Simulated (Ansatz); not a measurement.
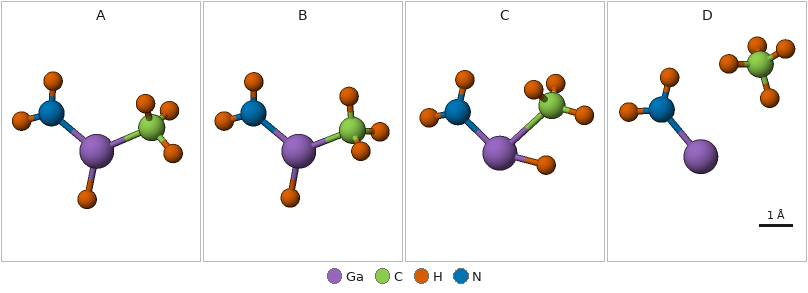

4 geometries from a converged minimum-energy path of CH₆GaN, shuffled. Style: ball-and-stick. Shown at a tilt.

Method: Ansatz, RKS PBE-D4/def2-SVP. Set-up: 7 movable images; climbing image; force threshold 0.05 eV/Å; iteration limit 60; starting path through a guess of the saddle point.

Question: Which frame is the transition state?

Answer: C. In order along the path, whose images run from 0 to 8: B (image 0, 0.0 kcal/mol), A (image 1, +0.2 kcal/mol), C (image 3, +62.4 kcal/mol), D (image 7, +3.2 kcal/mol). Breaking: C–Ga (1.97 → 3.66 Å), Ga–H (1.58 → 3.26 Å). Forming: C–H (3.18 → 1.11 Å).

The run took 4.3 min on 2 threads of Intel(R) Xeon(R) Platinum 8259CL CPU @ 2.50GHz (Skylake/Cascade Lake), on a shared host, peak memory 0.15 GiB.
